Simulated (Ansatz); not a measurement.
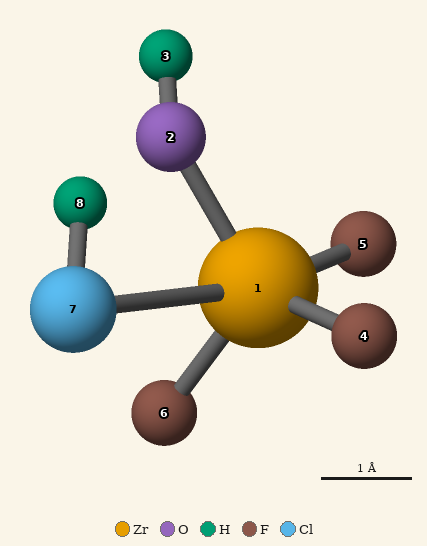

The input geometry (ball-and-stick view, seen at a tilt; atoms are numbered from 1 in the order of the input). Sticks mark near contacts. Bond lengths as drawn: Cl–H 1.32 Å, Cl–Zr 3.06 Å, F–Zr 1.90 to 1.91 Å, H–O 0.96 Å and O–Zr 1.98 Å.

## Nudged elastic band of ZrH2ClOF3

- system: ZrH2ClOF3
- method: RKS B3LYP-D4/def2-SVP (Ansatz 0.2.0)

One setting was made poor on purpose. It belongs to a series of runs on one base structure; here: band between the two ends. Figures and captions count atoms from 1; the log counts them from 0 in places.

Log:
```
Engine: ansatz 0.2.0, aarch64-unknown-linux-gnu
Functional definition: B3LYP
  parameter a0 = 0.2
  parameter ax = 0.72
  parameter ac = 0.81
  exchange = (1 - a0 - ax)*slater_x + ax*b88_x + a0*exact_x
  correlation = (1 - ac)*vwn_rpa_c + ac*lyp_c
1188 factors; integrals over basis functions are off by at most 2.8e-4 eV
mean field evaluation 1: about -24020.3891 eV, gradient 8.1e1 eV
mean field evaluation 2: about -23960.3477 eV, gradient 2.0e2 eV
mean field evaluation 4: about -24031.2331 eV, gradient 6.2e0 eV
mean field evaluation 8: about -24031.3434 eV, gradient 2.9e-1 eV
mean field evaluation 16: about -24031.3436 eV, gradient 5.7e-5 eV
mean field -24031.34362147 eV, -883.1355890593 hartree, gradient 2.1e-5 eV, S^2 0.000000; 0 other end points of the search recorded, 0 dependent functions left out
the calculation of the forces begins
reference -24031.34394965 eV, -883.1356011196 hartree; 33, 33 occupied and 82, 82 virtual orbitals, 1188 factors
1191 factors; integrals over basis functions are off by at most 6.4e-4 eV
mean field evaluation 32: about -24032.2088 eV, gradient 5.4e-4 eV
mean field -24032.20882084 eV, -883.1673845498 hartree, gradient 2.6e-5 eV, S^2 0.000000; 0 other end points of the search recorded, 0 dependent functions left out
[... from here on the field's lines of each further geometry are left out, up to the last ...]
NEB iter   1: max|band force component| = 2.270e1 eV/Å  barrier→ = 3.3554 eV  barrier← = 4.2184 eV  Δτ_max = 0.2000 Å  (203 SCF iters)
NEB iter   2: max|band force component| = 1.956e0 eV/Å  barrier→ = 0.1173 eV  barrier← = 0.9803 eV  Δτ_max = 0.1910 Å  (171 SCF iters)
NEB iter   3: max|band force component| = 1.358e0 eV/Å  barrier→ = 0.0632 eV  barrier← = 0.9261 eV  Δτ_max = 0.1918 Å  (156 SCF iters)
NEB iter   4: max|band force component| = 3.946e0 eV/Å  barrier→ = 0.0618 eV  barrier← = 0.9247 eV  Δτ_max = 0.1001 Å  (155 SCF iters)
NEB iter   5: max|band force component| = 8.961e-1 eV/Å  barrier→ = 0.0587 eV  barrier← = 0.9216 eV  Δτ_max = 0.1638 Å  (158 SCF iters)
NEB iter   6: max|band force component| = 3.294e0 eV/Å  barrier→ = 0.0691 eV  barrier← = 0.9321 eV  Δτ_max = 0.0825 Å  (163 SCF iters)
NEB iter   7: max|band force component| = 4.657e-1 eV/Å  barrier→ = 0.0652 eV  barrier← = 0.9281 eV  CI = image 1  Δτ_max = 0.1642 Å  (155 SCF iters)
NEB iter   8: max|band force component| = 4.612e-1 eV/Å  barrier→ = 0.0538 eV  barrier← = 0.9168 eV  CI = image 1  Δτ_max = 0.0828 Å  (156 SCF iters)
NEB iter   9: max|band force component| = 5.294e-1 eV/Å  barrier→ = 0.0475 eV  barrier← = 0.9105 eV  CI = image 1  Δτ_max = 0.0410 Å  (155 SCF iters)
NEB iter  10: max|band force component| = 2.944e-1 eV/Å  barrier→ = 0.0457 eV  barrier← = 0.9086 eV  CI = image 1  Δτ_max = 0.0413 Å  (164 SCF iters)
NEB iter  11: max|band force component| = 1.009e-1 eV/Å  barrier→ = 0.0454 eV  barrier← = 0.9083 eV  CI = image 1  Δτ_max = 0.0825 Å  (163 SCF iters)
NEB iter  12: max|band force component| = 1.031e-1 eV/Å  barrier→ = 0.0453 eV  barrier← = 0.9082 eV  CI = image 1  Δτ_max = 0.0411 Å  (150 SCF iters)
NEB iter  13: max|band force component| = 8.125e-2 eV/Å  barrier→ = 0.0452 eV  barrier← = 0.9081 eV  CI = image 1  Δτ_max = 0.0274 Å  (157 SCF iters)
NEB iter  14: max|band force component| = 6.027e-2 eV/Å  barrier→ = 0.0452 eV  barrier← = 0.9081 eV  CI = image 1  Δτ_max = 0.0179 Å  (139 SCF iters)
the calculation of the forces begins
reference -24032.19252338 eV, -883.1667856291 hartree; 33, 33 occupied and 82, 82 virtual orbitals, 1189 factors
1189 factors; integrals over basis functions are off by at most 7.0e-4 eV
mean field evaluation 704: about -24031.2950 eV, gradient 1.2e-4 eV
mean field -24031.29496407 eV, -883.1338009327 hartree, gradient 2.2e-5 eV, S^2 0.000000; 1 other end points of the search recorded, 0 dependent functions left out
the calculation of the forces begins
reference -24031.29529046 eV, -883.1338129273 hartree; 33, 33 occupied and 82, 82 virtual orbitals, 1189 factors
NEB iter  15: max|band force component| = 1.765e-2 eV/Å  barrier→ = 0.0452 eV  barrier← = 0.9081 eV  CI = image 1  Δτ_max = 0.0000 Å  (277 SCF iters)
```

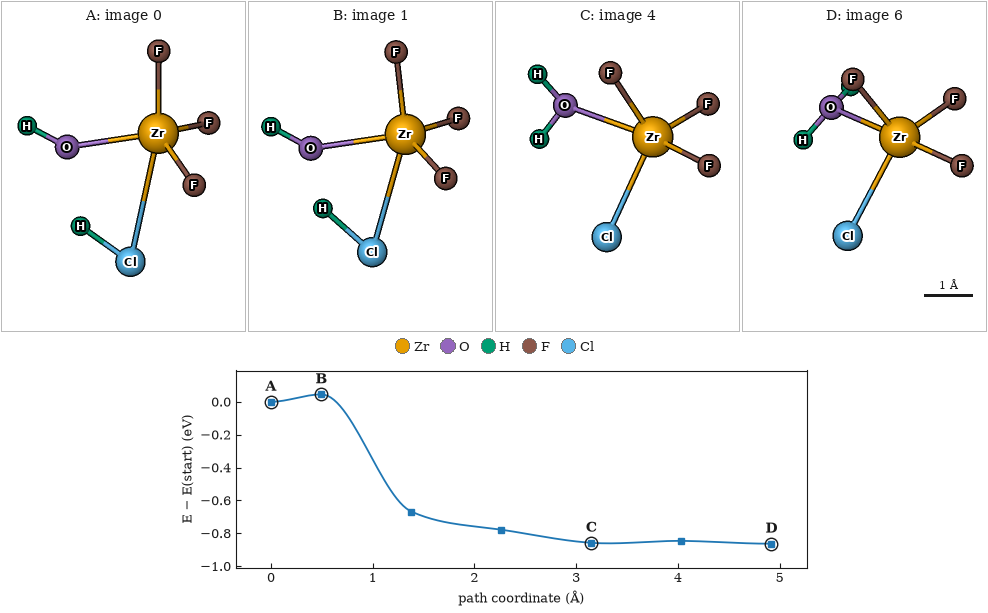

Images of the last band (counted from 0; ball-and-stick, seen at a tilt) above the energy along the path; the line is a cubic interpolation that uses the forces. The highest image is number 1, 0.045 eV above the start and 0.908 eV above the end (the climbing image); the end lies 0.863 eV below the start. A further maximum stands at image 5, −0.846 eV from the start, so the path isn't one elementary step. The path is 4.92 Å long. The band converged in 15 iterations.

```
Total energy: -24031.59493429 eV, -883.1448246350 hartree
Atom 0 at     0.092093    -0.199188     0.005493 Å, force     0.000553    -0.000146    -0.000918 eV/Å
Atom 1 at    -0.193555    -0.252857     2.032146 Å, force     0.000986    -0.000864     0.001969 eV/Å
Atom 2 at    -0.665110     0.228110     2.723574 Å, force    -0.000682    -0.000492    -0.000902 eV/Å
Atom 3 at     1.766941     0.406345    -0.669289 Å, force    -0.000928    -0.000588     0.000054 eV/Å
Atom 4 at    -1.018331     1.319366    -0.283600 Å, force     0.000196     0.000092    -0.000113 eV/Å
Atom 5 at    -0.755680    -1.516273    -1.077917 Å, force     0.000074     0.000756     0.000238 eV/Å
Atom 6 at     1.451988    -2.277630     1.373089 Å, force    -0.000535     0.000537     0.000823 eV/Å
Atom 7 at     0.644050    -1.375674     2.134002 Å, force     0.000337     0.000705    -0.001151 eV/Å
Dipole moment:    -0.206276     0.131921     0.670417 e Å
this run last wrote the band of iteration 15 to [file]
```

The last band as extended XYZ (Å, eV, eV/Å):
```
8
Properties=species:S:1:pos:R:3:forces:R:3 image=0 energy=-24031.63977
Zr   -0.0214   -0.0783    0.0338    0.0063  -0.0100  -0.0030
O    -0.1829   -0.1581    2.0032   -0.0120   0.0154  -0.0150
H    -0.6121    0.2998    2.7346    0.0046  -0.0004   0.0039
F     1.7159    0.3782   -0.6210   -0.0083  -0.0022   0.0037
F    -1.0665    1.4563   -0.3883   -0.0021   0.0010   0.0077
F    -0.9108   -1.4864   -0.9048    0.0070   0.0050   0.0030
Cl    1.5205   -2.4196    1.2579    0.0063  -0.0103  -0.0050
H     0.8795   -1.6596    2.1222   -0.0018   0.0016   0.0047
8
Properties=species:S:1:pos:R:3:forces:R:3 image=1 energy=-24031.59461
Zr    0.0921   -0.1992    0.0055    0.0006  -0.0001  -0.0009
O    -0.1936   -0.2529    2.0321    0.0010  -0.0009   0.0020
H    -0.6651    0.2281    2.7236   -0.0007  -0.0005  -0.0009
F     1.7669    0.4063   -0.6693   -0.0009  -0.0006   0.0001
F    -1.0183    1.3194   -0.2836    0.0002   0.0001  -0.0001
F    -0.7557   -1.5163   -1.0779    0.0001   0.0008   0.0002
Cl    1.4520   -2.2776    1.3731   -0.0005   0.0005   0.0008
H     0.6441   -1.3757    2.1340    0.0003   0.0007  -0.0012
8
Properties=species:S:1:pos:R:3:forces:R:3 image=2 energy=-24032.30735
Zr    0.3073   -0.3954   -0.0742    0.0640  -0.0743  -0.0180
O    -0.2681   -0.3330    2.0946    0.0058  -0.0182   0.0259
H    -0.8016    0.2168    2.6849   -0.0052   0.0037   0.0100
F     1.8272    0.4876   -0.7910    0.0196   0.0022  -0.0909
F    -0.9085    1.1000   -0.0362    0.0405  -0.0853   0.1341
F    -0.6005   -1.4996   -1.3225    0.0115   0.0048  -0.0966
Cl    1.5268   -2.1981    1.1437    0.0295   0.0149  -0.1425
H     0.2398   -1.0461    2.5382   -0.1656   0.1522   0.1781
8
Properties=species:S:1:pos:R:3:forces:R:3 image=3 energy=-24032.41765
Zr    0.4526   -0.3867   -0.0519    0.0112  -0.0020   0.0031
O    -0.5555   -0.5912    2.0165   -0.0179  -0.0253  -0.0133
H    -1.0757    0.1220    2.4165   -0.0103  -0.0054  -0.0161
F     1.8328    0.4759   -1.0367   -0.0028  -0.0137  -0.0394
F    -0.6434    1.1845    0.1960    0.0319   0.0169   0.0316
F    -0.5141   -1.5176   -1.2335   -0.0131   0.0027   0.0159
Cl    1.9108   -1.8548    1.2344    0.0317   0.0285  -0.0019
H    -0.0850   -1.0999    2.6962   -0.0307  -0.0018   0.0201
8
Properties=species:S:1:pos:R:3:forces:R:3 image=4 energy=-24032.49739
Zr    0.5814   -0.3186   -0.0048    0.0145   0.0028   0.0114
O    -0.7880   -0.8081    1.8600   -0.0070  -0.0146  -0.0072
H    -1.3036   -0.0653    2.2102   -0.0039  -0.0094  -0.0059
F     1.8263    0.3890   -1.2600   -0.0058  -0.0109  -0.0193
F    -0.3613    1.3144    0.3787    0.0189   0.0177   0.0094
F    -0.4236   -1.5549   -1.0462   -0.0100  -0.0008   0.0116
Cl    2.1465   -1.3705    1.4950    0.0057   0.0213   0.0011
H    -0.3553   -1.2537    2.6047   -0.0125  -0.0061  -0.0010
8
Properties=species:S:1:pos:R:3:forces:R:3 image=5 energy=-24032.48568
Zr    0.6775   -0.1993    0.0610   -0.0010   0.0005  -0.0004
O    -0.7565   -0.7287    1.8630   -0.0007  -0.0002   0.0003
H    -1.7207   -0.6719    1.9184   -0.0005  -0.0038  -0.0016
F     1.9289    0.2479   -1.3028   -0.0002  -0.0019  -0.0011
F    -0.1445    1.5094    0.3076    0.0024   0.0011   0.0005
F    -0.4319   -1.4350   -0.8848   -0.0010   0.0020   0.0008
Cl    2.2019   -1.1099    1.6855    0.0003   0.0013   0.0010
H    -0.4323   -1.2804    2.5896    0.0006   0.0011   0.0006
8
Properties=species:S:1:pos:R:3:forces:R:3 image=6 energy=-24032.50271
Zr    0.6895   -0.1081    0.1304    0.0066  -0.0035   0.0057
O    -0.8820   -0.7407    1.7906   -0.0055  -0.0114   0.0141
H    -1.6006   -1.3280    1.5102    0.0158   0.0058   0.0065
F     1.9586    0.1423   -1.2673    0.0020   0.0006   0.0004
F     0.0643    1.6706    0.4020    0.0009   0.0018   0.0013
F    -0.5343   -1.2649   -0.7954   -0.0042  -0.0029  -0.0009
Cl    2.1501   -0.9536    1.8439   -0.0011   0.0037  -0.0077
H    -0.5232   -1.0855    2.6232   -0.0144   0.0058  -0.0195
```

This output came from the following input.

The input:
```yaml
crystal:
  periodic: [false, false, false]
  atoms:
    - { symbol: Zr, position_ang: [-0.021358, -0.078315, 0.033811] }
    - { symbol: O, position_ang: [-0.182932, -0.158122, 2.003154] }
    - { symbol: H, position_ang: [-0.612083, 0.299768, 2.734587] }
    - { symbol: F, position_ang: [1.715932, 0.378185, -0.62104] }
    - { symbol: F, position_ang: [-1.066476, 1.456324, -0.388312] }
    - { symbol: F, position_ang: [-0.910751, -1.486419, -0.904811] }
    - { symbol: Cl, position_ang: [1.520537, -2.419575, 1.257904] }
    - { symbol: H, position_ang: [0.879529, -1.659648, 2.122206] }
basis:
  gaussian: { orbitals: def2-SVP }
hamiltonian:
  xc: b3lyp
  dispersion: d4
neb:
  order_check: false
  images: 5
  f_tol: 0.05
  max_iterations: 60
  initial_path: linear
  final_atoms:
    - { symbol: Zr, position_ang: [0.44589146, -0.23321394, -0.05079389] }
    - { symbol: O, position_ang: [-0.42895397, -0.50298722, 2.13735931] }
    - { symbol: H, position_ang: [-1.29745064, -0.92763596, 2.21096534] }
    - { symbol: F, position_ang: [1.0801698, -0.27040242, -1.84608231] }
    - { symbol: F, position_ang: [0.33068933, 1.64001648, 0.27502917] }
    - { symbol: F, position_ang: [-1.24049183, -1.11370552, -0.32263527] }
    - { symbol: Cl, position_ang: [2.27524012, -1.35203007, 1.03816404] }
    - { symbol: H, position_ang: [0.15730374, -0.90784335, 2.79549261] }
```

Launched with:
```bash
ansatz run input.yaml --threads 4 --pin off --max-ram 5120MiB --backend cpu --events-out ev --progress --plain --runs-dir out
```

Key numbers:

| quantity | value |
| --- | --- |
| outcome | converged |
| barrier, forward | 0.045 eV |
| barrier, backward | 0.908 eV |
| hardware | 4 threads of Arm Neoverse V1, 24 GiB of memory available, shared host |
| wall time | 2.8 min (CPU time 11 min) |
| peak memory | 0.29 GiB |

A deliberately poor setting: straight start. The order of the saddle point was not checked.
